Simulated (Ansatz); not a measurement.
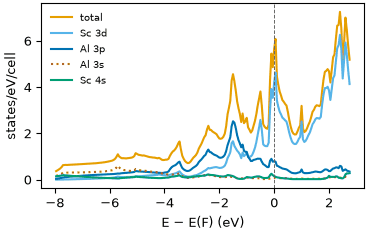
*Total and projected density of states of ScAl in space group Cmcm (No. 63; Sc on 4c, Al on 4c), plane-wave PAW PBEsol (Ansatz code)*

Question: Which orbitals carry the states next to the Fermi level?

Answer: Within 0.5 eV of the Fermi level: Sc 3d 73 %, Al 3p 17 %. Projections are on Löwdin-orthogonalised atomic valence shells; empty p or d shells of many metals are not among them.

The workflow started from a Materials Project entry (that database holds measured and hypothetical structures alike); the Crystallography Open Database copy checked does not list it. Its standing as an ambient phase is unchecked. The PBEsol relaxation kept the symmetry of its start; whether a distortion lowers the energy is not shown. The run is not spin-polarised.

Potentials: the later of the program's two PAW sets.
